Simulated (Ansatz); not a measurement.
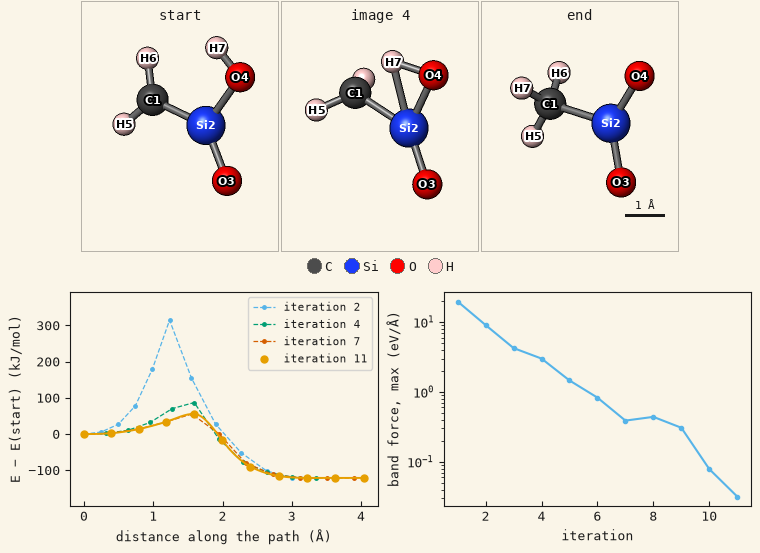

A search for the minimum-energy path of CH$_{3}$O$_{2}$Si (charge −1) by the nudged elastic band. Images are numbered from 0 (start) to 10 (end). The plot follows the band through its iterations. A ball-and-stick model, seen at a tilt.

The calculation used RKS LDA/6-31G* (Ansatz). Set-up: 9 movable images; climbing image; force threshold 0.05 eV/Å; iteration limit 60; starting path through a guess of the saddle point.

**Judge this run.**

The result is final at these settings. The band converged in 11 iterations. The largest component of the band force went from 20 to 0.032 eV/Å. The climbing image converged on the top of the path. Its vibrational analysis gives one imaginary mode (1217i cm⁻¹), as a transition state must have. The first iteration put the highest image at 646.4 kJ/mol. The energy climbs by 55.8 kJ/mol to image 4 and then falls by 176.9 kJ/mol, so the end point sits at −121.1 kJ/mol.

Limits of the set-up: the basis has no diffuse functions, which an anion needs.
